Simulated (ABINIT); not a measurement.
# GaN (F-43m): a self-consistent loop beyond G0W0, cycle by cycle

Wanted: G0W0 and self-consistent gaps of GaN (F-43m), with the cost of the cycles.

Main program and level: ABINIT 10.8.3; PBE and many-body steps on it, plane waves.

**The experiments to reproduce.**

- Gap 3.23 eV: absorption onset (direct gap at Gamma) of unexcited film, from imaginary part of dielectric function; spectroscopic ellipsometry (steady-state reference of time-resolved measurement); 300 K; film on 3C-SiC/Si(001) (“Femtosecond pump-probe absorption edge spectroscopy of cubic GaN”, 2022, arxiv:2206.02223).

## 1. The structure

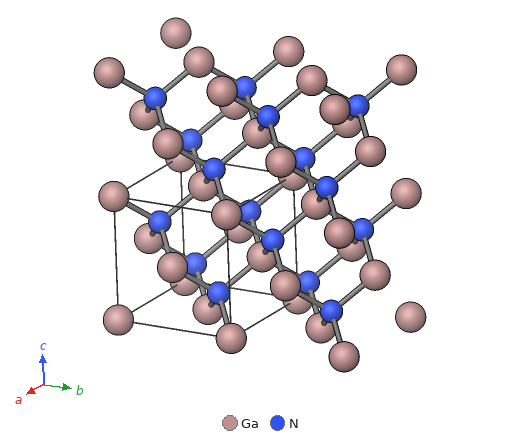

The cell as given, slightly off an axis (gallium pink, nitrogen blue). 1×2×2 cells are drawn. This picture shows the conventional cell, with its axes. Bonds to atoms that aren't drawn are left out. Some periodic images of atoms are drawn too.

The cell and positions are those that the Materials Project relaxed with its own functionals (PBE, PBE+U or r2SCAN), kept fixed. This is not the form that GaN usually takes at ambient conditions.

## 2. Empty states on the mesh, 6×6×6 mesh, 126 bands

This step: ABINIT 10.8.3; DFT, PBE, plane waves, norm-conserving pseudopotentials.

The sums over transitions need many empty states on a uniform mesh; this step solves for them.

Contents of run.abi:

```
acell 3*1.0 Angstrom
rprim 
  0.000000000000 2.253500607500 2.253500607500
  2.253500607500 0.000000000000 2.253500607500
  2.253500607500 2.253500607500 0.000000000000
ntypat 2
znucl 31 7
natom 2
typat 1 2
xred 
  0.000000000000 0.000000000000 0.000000000000
  0.750000000000 0.750000000000 0.750000000000
pp_dirpath "pseudos"
pseudos "Ga.upf, N.upf"
ecut 45
ngkpt 6 6 6
nshiftk 1
shiftk 0 0 0
kptopt 1
chksymbreak 0
irdden 1
istwfk *1
nband 126
prtvol 0
optdriver 6
gwr_task "HDIAGO"
paral_kgb 0
occopt 1
indata_prefix "in"
outdata_prefix "out"
tmpdata_prefix "tmp"
```

Run with:

```
OMP_NUM_THREADS=1 mpirun -n 8 abinit run.abi > log
```

The program printed:

```text
.Version 10.8.3 of ABINIT. v10.8.2 released Aug 2026.

 Symmetries : space group F-4 3 m (#216); Bravais cF (face-center cubic)
[... echo of the input left out ...]
== DATASET  1 ==================================================================
-   mpi_nproc: 8, omp_nthreads: 1 (-1 if OMP is not activated)

--- !DatasetInfo
iteration_state: {dtset: 1, }
dimensions: {natom: 2, nkpt: 16, mband: 126, nsppol: 1, nspinor: 1, nspden: 1, mpw: 2252, }
cutoff_energies: {ecut:  45.0, pawecutdg:  -1.0, }
[...]
Direct band gap semiconductor
 Fundamental gap:     1.748 (eV)
   VBM:     6.863 (eV) at k: [ 0.0000E+00,  0.0000E+00,  0.0000E+00]
   CBM:     8.611 (eV) at k: [ 0.0000E+00,  0.0000E+00,  0.0000E+00]
 Direct gap:         1.748 (eV) at k: [ 0.0000E+00,  0.0000E+00,  0.0000E+00]

== END DATASET(S) ==============================================================
================================================================================

 -outvars: echo values of variables after computation  --------
           etotal      0.0000000000E+00
            nband         126
             nkpt          16
          spgroup         216
 [... the other variables as echoed above ...]

 Calculation completed.
```

Wall time 12 s (8 MPI ranks of Intel Xeon 6975P-C (Granite Rapids), shared host); peak memory 2.7 GiB; 93 s of CPU time.

This step gave:

```yaml
gap: 1.748 eV
k_of_the_valence_top: 0, 0, 0
k_of_the_conduction_bottom: 0, 0, 0
least_direct_gap: 1.748 eV
k_points_computed: 16
lowest_point_of_the_top_converged_band_above_the_valence_top: 138.4458 eV
```

On this mesh the gap is 1.748 eV.

The density comes from a self-consistent run that is not shown.

## 3. Screening, 6×6×6 mesh, 118 bands, screening to 217.7 eV

The RPA dielectric matrix is built and inverted for each q.

This step: RPA screening on PBE, plane waves, norm-conserving pseudopotentials.

Edit run.abi of step 2 so:

```diff
@@ -20,10 +20,11 @@
 chksymbreak 0
-irdden 1
 istwfk *1
-nband 126
-prtvol 0
-optdriver 6
-gwr_task "HDIAGO"
-paral_kgb 0
 occopt 1
+irdwfk 1
+optdriver 3
+nband 118
+ecuteps 8
+inclvkb 2
+awtr 1
+symchi 1
 indata_prefix "in"
```

The program printed:

```text
.Version 10.8.3 of ABINIT. v10.8.2 released Aug 2026.

 Symmetries : space group F-4 3 m (#216); Bravais cF (face-center cubic)
[... echo of the input left out ...]
== DATASET  1 ==================================================================
-   mpi_nproc: 8, omp_nthreads: 1 (-1 if OMP is not activated)

--- !DatasetInfo
iteration_state: {dtset: 1, }
dimensions: {natom: 2, nkpt: 16, mband: 118, nsppol: 1, nspinor: 1, nspden: 1, mpw: 2252, }
cutoff_energies: {ecut:  45.0, pawecutdg:  -1.0, }
electrons: {nelect:   2.60000000E+01, charge:   0.00000000E+00, occopt:   1.00000000E+00, tsmear:   1.00000000E-02, }

 SCREENING: Calculation of the susceptibility and dielectric matrices

 Based on a program developped by R.W. Godby, V. Olevano, G. Onida, and L. Reining.
 Incorporated in ABINIT by V. Olevano, G.-M. Rignanese, and M. Torrent.
.Using double precision arithmetic ; gwpc =  8

[... cell and pseudopotentials left out ...]
--------------------------------------------------------------------------------

 ==== K-mesh for the wavefunctions ====
 Number of points in the irreducible wedge :    16
[... list of points left out ...]
 Together with 24 symmetry operations and time-reversal symmetry
 yields   216 points in the full Brillouin Zone.

 ==== Q-mesh for the screening function ====
 Number of points in the irreducible wedge :    16
[... list of points left out ...]
 Together with 24 symmetry operations and time-reversal symmetry
 yields   216 points in the full Brillouin Zone.

 setmesh: FFT mesh size selected  =    25x   25x   25
          total number of points  =        15625

 vcoul_init : cutoff-mode = AUXILIARY_FUNCTION
 q-points for optical limit:   1
     1)      0.000010    0.000020    0.000030

- screening: taking advantage of time-reversal symmetry
- Maximum band index for partially occupied states nbvw = 13
- Remaining bands to be divided among processors   nbcw = 105
- Number of bands treated by each node ~13

 Number of electrons calculated from density =   26.0000; Expected =   26.0000
 average of density, n =  0.168335
 r_s =    1.1235
 omega_plasma =   39.5770 [eV]

 calculating chi0 at frequencies [eV] :
  1    0.000000E+00    0.000000E+00
  2    0.000000E+00    3.957696E+01

--------------------------------------------------------------------------------
  q-point number  1        q = ( 0.000000, 0.000000, 0.000000) [r.l.u.]
--------------------------------------------------------------------------------
[... chi0 elements left out ...]
 For q-point:  0.000010 0.000020 0.000030
  dielectric constant =   6.4108
  dielectric constant without local fields =   6.8738

  Average fulfillment of the sum rule on Im[epsilon] for q-point    1 :     55.85  [%]
[... wings left out ...]
  q-point number  2        q = ( 0.166667, 0.000000, 0.000000) [r.l.u.]
--------------------------------------------------------------------------------
[... chi0 elements left out ...]
  Average fulfillment of the sum rule on Im[epsilon] for q-point    2 :     67.79  [%]

 [... 14 further q-points ...]
```

The job ended after 43 s (8 MPI ranks; peak memory 1.7 GiB).

This step gave:

```yaml
eps_infinity_with_local_fields_on_this_mesh_along_the_program_s_q_direction: 6.411
the_same_without_local_fields: 6.874
plasma_frequency: 39.58 eV
plane_waves_in_the_screening_matrix: 169
```

Local fields lower ε∞ by 7 %.

## 4. G0W0

The self-energy is evaluated for the states that the input lists, and the levels follow from it, in one-shot runs by the linearised quasiparticle equation.

This step: G0W0 on PBE, plane waves, norm-conserving pseudopotentials.

Edit run.abi of step 3 so:

```diff
@@ -23,8 +23,15 @@
 irdwfk 1
-optdriver 3
+optdriver 4
 nband 118
+gwcalctyp 0
+ecutsigx 45
+symsigma 1
+nkptgw 1
+kptgw 
+  0.0000000000 0.0000000000 0.0000000000
+bdgw 
+  11 17
 ecuteps 8
-inclvkb 2
-awtr 1
-symchi 1
+irdscr 1
+ppmodel 1
 indata_prefix "in"
```

The program printed:

```text
.Version 10.8.3 of ABINIT. v10.8.2 released Aug 2026.

 Symmetries : space group F-4 3 m (#216); Bravais cF (face-center cubic)
[... echo of the input left out ...]
== DATASET  1 ==================================================================
-   mpi_nproc: 8, omp_nthreads: 1 (-1 if OMP is not activated)

--- !DatasetInfo
iteration_state: {dtset: 1, }
dimensions: {natom: 2, nkpt: 16, mband: 118, nsppol: 1, nspinor: 1, nspden: 1, mpw: 2252, }
cutoff_energies: {ecut:  45.0, pawecutdg:  -1.0, }
electrons: {nelect:   2.60000000E+01, charge:   0.00000000E+00, occopt:   1.00000000E+00, tsmear:   1.00000000E-02, }

 SIGMA: Calculation of the GW corrections

 Based on a program developped by R.W. Godby, V. Olevano, G. Onida, and L. Reining.
 Incorporated in ABINIT by V. Olevano, G.-M. Rignanese, and M. Torrent.
.Using double precision arithmetic ; gwpc =  8

[... cell and pseudopotentials left out ...]
--------------------------------------------------------------------------------

 ==== K-mesh for the wavefunctions ====
 Number of points in the irreducible wedge :    16
[... list of points left out ...]
 Together with 24 symmetry operations and time-reversal symmetry
 yields   216 points in the full Brillouin Zone.

 ==== Q-mesh for screening function ====
 Number of points in the irreducible wedge :    16
[... list of points left out ...]
 Together with 24 symmetry operations and time-reversal symmetry
 yields   216 points in the full Brillouin Zone.

 vcoul_init : cutoff-mode = AUXILIARY_FUNCTION
 q-points for optical limit:   1
     1)      0.000010    0.000020    0.000030
 setmesh: FFT mesh size selected  =    40x   40x   40
          total number of points  =        64000

 Number of electrons calculated from density =   26.0000; Expected =   26.0000
 average of density, n =  0.168335
 r_s =    1.1235
 omega_plasma =   39.5770 [eV]

 === KS Band Gaps ===
  >>>> For spin  1
   Minimum direct gap =   1.7479 [eV], located at k-point      :   0.0000  0.0000  0.0000
   Fundamental gap    =   1.7479 [eV], Top of valence bands at :   0.0000  0.0000  0.0000
                                       Bottom of conduction at :   0.0000  0.0000  0.0000
 SIGMA fundamental parameters:
 PLASMON POLE MODEL  1
 number of plane-waves for SigmaX                 2229
 number of plane-waves for SigmaC and W            169
 number of plane-waves for wavefunctions          2229
 number of bands                                   118
 number of independent spin polarizations            1
 number of spinorial components                      1
 number of k-points in IBZ                          16
 number of q-points in IBZ                          16
 number of symmetry operations                      24
 number of k-points in BZ                          216
 number of q-points in BZ                          216
 number of frequencies for dSigma/dE                 9
 frequency step for dSigma/dE [eV]                0.25
 number of omega for Sigma on real axis              0
 max omega for Sigma on real axis  [eV]           0.00
 zcut for avoiding poles [eV]                     0.10

 EPSILON^-1 parameters (SCR file):
 dimension of the eps^-1 matrix on file            169
 dimension of the eps^-1 matrix used               169
 number of plane-waves for wavefunctions          2229
 number of bands                                   118
 number of q-points in IBZ                          16
 number of frequencies                               2
 number of real frequencies                          1
 number of imag frequencies                          1

 matrix elements of self-energy operator (all in [eV])

 Perturbative Calculation

--- !SelfEnergy_ee
iteration_state: {dtset: 1, }
kpoint     : [   0.000,    0.000,    0.000, ]
spin       : 1
KS_gap     :    1.748
QP_gap     :    2.591
Delta_QP_KS:    0.844
data: !SigmaeeData |
     Band     E0 <VxcDFT>   SigX SigC(E0)      Z dSigC/dE  Sig(E)    E-E0       E
       11   6.863 -19.085 -22.547   2.767   0.795  -0.258 -19.638  -0.553   6.310
       12   6.863 -19.085 -22.547   2.767   0.795  -0.258 -19.638  -0.553   6.310
       13   6.863 -19.085 -22.547   2.767   0.795  -0.258 -19.638  -0.553   6.310
       14   8.611 -14.162 -10.109  -3.700   0.823  -0.215 -13.872   0.291   8.901
       15  17.222 -13.047  -7.024  -5.198   0.841  -0.189 -12.353   0.694  17.915
       16  17.222 -13.047  -7.024  -5.198   0.841  -0.189 -12.353   0.694  17.915
       17  17.222 -13.047  -7.024  -5.198   0.841  -0.189 -12.353   0.694  17.915

== END DATASET(S) ==============================================================
================================================================================

 -outvars: echo values of variables after computation  --------
           etotal      0.0000000000E+00
            nband         118
             nkpt          16
          spgroup         216
 [... the other variables as echoed above ...]

 Calculation completed.
```

Elapsed: 4.5 s, on 8 MPI ranks; peak memory 1.1 GiB; 34 s of CPU time.

Numbers from this step:

```
G0W0 gap on the points computed              : 2.591 eV
starting gap on the mesh                     : 1.748 eV
k of the valence top                         : 0, 0, 0
k of the conduction bottom                   : 0, 0, 0
Z at the valence top                         : 0.795
Z at the conduction bottom                   : 0.823
least direct G0W0 gap on the computed points : 2.591 eV
```

The gap on the mesh goes from 1.75 eV to 2.59 eV, a correction of +0.84 eV.

## 5. Self-consistent COHSEX, cycle 1

This step: self-consistent COHSEX on PBE, plane waves, norm-conserving pseudopotentials.

Edit run.abi of step 4 so:

```diff
@@ -25,13 +25,43 @@
 nband 118
-gwcalctyp 0
+gwcalctyp 27
 ecutsigx 45
-symsigma 1
-nkptgw 1
+symsigma 0
+nkptgw 16
 kptgw 
   0.0000000000 0.0000000000 0.0000000000
+  0.1666666667 0.0000000000 0.0000000000
+  0.3333333333 0.0000000000 0.0000000000
+  0.5000000000 0.0000000000 0.0000000000
+  0.1666666667 0.1666666667 0.0000000000
+  0.3333333333 0.1666666667 0.0000000000
+  0.5000000000 0.1666666667 0.0000000000
+  -0.3333333333 0.1666666667 0.0000000000
+  -0.1666666667 0.1666666667 0.0000000000
+  0.3333333333 0.3333333333 0.0000000000
+  0.5000000000 0.3333333333 0.0000000000
+  -0.3333333333 0.3333333333 0.0000000000
+  0.5000000000 0.5000000000 0.0000000000
+  0.5000000000 0.3333333333 0.1666666667
+  -0.3333333333 0.3333333333 0.1666666667
+  -0.3333333333 0.5000000000 0.1666666667
 bdgw 
-  11 17
+  11 23
+  11 23
+  11 23
+  11 23
+  11 23
+  11 23
+  11 23
+  11 23
+  11 23
+  11 23
+  11 23
+  11 23
+  11 23
+  11 23
+  11 23
+  11 23
 ecuteps 8
 irdscr 1
-ppmodel 1
+rhoqpmix 0.3
 indata_prefix "in"
```

The program printed:

```text
.Version 10.8.3 of ABINIT. v10.8.2 released Aug 2026.

 Symmetries : space group F-4 3 m (#216); Bravais cF (face-center cubic)
[... echo of the input left out ...]
== DATASET  1 ==================================================================
-   mpi_nproc: 8, omp_nthreads: 1 (-1 if OMP is not activated)

--- !DatasetInfo
iteration_state: {dtset: 1, }
dimensions: {natom: 2, nkpt: 16, mband: 118, nsppol: 1, nspinor: 1, nspden: 1, mpw: 2252, }
cutoff_energies: {ecut:  45.0, pawecutdg:  -1.0, }
electrons: {nelect:   2.60000000E+01, charge:   0.00000000E+00, occopt:   1.00000000E+00, tsmear:   1.00000000E-02, }

 SIGMA: Calculation of the GW corrections

 Based on a program developped by R.W. Godby, V. Olevano, G. Onida, and L. Reining.
 Incorporated in ABINIT by V. Olevano, G.-M. Rignanese, and M. Torrent.
.Using double precision arithmetic ; gwpc =  8

[... cell and pseudopotentials left out ...]
--------------------------------------------------------------------------------

 ==== K-mesh for the wavefunctions ====
 Number of points in the irreducible wedge :    16
[... list of points left out ...]
 Together with 24 symmetry operations and time-reversal symmetry
 yields   216 points in the full Brillouin Zone.

 ==== Q-mesh for screening function ====
 Number of points in the irreducible wedge :    16
[... list of points left out ...]
 Together with 24 symmetry operations and time-reversal symmetry
 yields   216 points in the full Brillouin Zone.

 vcoul_init : cutoff-mode = AUXILIARY_FUNCTION
 q-points for optical limit:   1
     1)      0.000010    0.000020    0.000030
 setmesh: FFT mesh size selected  =    40x   40x   40
          total number of points  =        64000

 Number of electrons calculated from density =   26.0000; Expected =   26.0000
[...]
spin       : 1
KS_gap     :    8.905
QP_gap     :   11.527
Delta_QP_KS:    2.622
data: !SigmaeeData |
     Band     E_DFT   <VxcDFT>   E(N-1)  <Hhartree>   SigX  SigC[E(N-1)]    Z     dSigC/dE  Sig[E(N)]  DeltaE  E(N)_pert E(N)_diago
[...]
--- !SelfEnergy_ee
iteration_state: {dtset: 1, }
kpoint     : [  -0.333,    0.500,    0.167, ]
spin       : 1
KS_gap     :    8.738
QP_gap     :   11.318
Delta_QP_KS:    2.581
data: !SigmaeeData |
     Band     E_DFT   <VxcDFT>   E(N-1)  <Hhartree>   SigX  SigC[E(N-1)]    Z     dSigC/dE  Sig[E(N)]  DeltaE  E(N)_pert E(N)_diago
[...]
22    33.941   -11.732    33.941    45.673    -4.237    -7.994     1.000     0.000   -12.230    -0.498    33.442    33.445
       23    36.444   -11.053    36.444    47.497    -3.556    -7.909     1.000     0.000   -11.464    -0.411    36.033    36.035

 New Fermi energy :        1.924817E-01 Ha ,    5.237694E+00 eV

 === QP Band Gaps ===
  >>>> For spin  1
   Minimum direct gap =   3.9015 [eV], located at k-point      :   0.0000  0.0000  0.0000
   Fundamental gap    =   3.9015 [eV], Top of valence bands at :   0.0000  0.0000  0.0000
                                       Bottom of conduction at :   0.0000  0.0000  0.0000

 writing QP data on file : out_QPS

 Convergence of QP corrections
 >>>>> For spin  1 <<<<<
.  kptgw no:  1; Maximum DeltaE = ( -17.110   0.000) for band index:  1
.  kptgw no:  2; Maximum DeltaE = (  -0.760   0.000) for band index:  2
.  kptgw no:  3; Maximum DeltaE = (  -1.443   0.000) for band index:  1
[...]
.  kptgw no: 15; Maximum DeltaE = (  -1.161   0.000) for band index:  1
.  kptgw no: 16; Maximum DeltaE = (  -1.141   0.000) for band index:  1

== END DATASET(S) ==============================================================
================================================================================

 -outvars: echo values of variables after computation  --------
           etotal      0.0000000000E+00
            nband         118
             nkpt          16
          spgroup         216
 [... the other variables as echoed above ...]

 Calculation completed.
```

Run time: 2.1 min. Hardware: 8 MPI ranks; peak memory 3.1 GiB.

Numbers from this step:

| Property | Result |
| --- | --- |
| quasiparticle gap on the mesh | 3.901 eV |
| gap of the density functional on the mesh | 1.748 eV |
| k of the valence top | 0, 0, 0 |
| k of the conduction bottom | 0, 0, 0 |
| Z at the valence top | 1 |
| Z at the conduction bottom | 1 |
| least direct quasiparticle gap on the computed points | 3.901 eV |

Against G0W0 in ABINIT (6×6×6 mesh, 118 bands, screening to 217.7 eV, Godby-Needs plasmon pole), the gap moves by +1.310 eV.

(Part 1 of 4 ends here.)

[Paths, hosts, dates, memory and timing lines, banners, echoed tables and standing remarks are left out of the program output.]

[Logs are printed without paths, hosts, clocks, repeated set-up lines and the standing remarks that a program may print on its own settings, such as how far it seeks lower states.]

[Runs of the session that timed out or met a known fault of the program may be left out.]

[Hosts, paths, dates, database ids (printed as entryN), source tags and the programs' standing remarks are cut or masked in the printed files.]

[G0W0 gaps are taken among the corrected bands and points alone; a level outside them can change the order at an edge.]

[Where Ansatz stands beside ABINIT at settings called matched, ABINIT's density can come from a denser mesh and the files from another edition; pairs whose starting gaps differed by over 0.03 eV were left out, so agreement reads better than it is.]
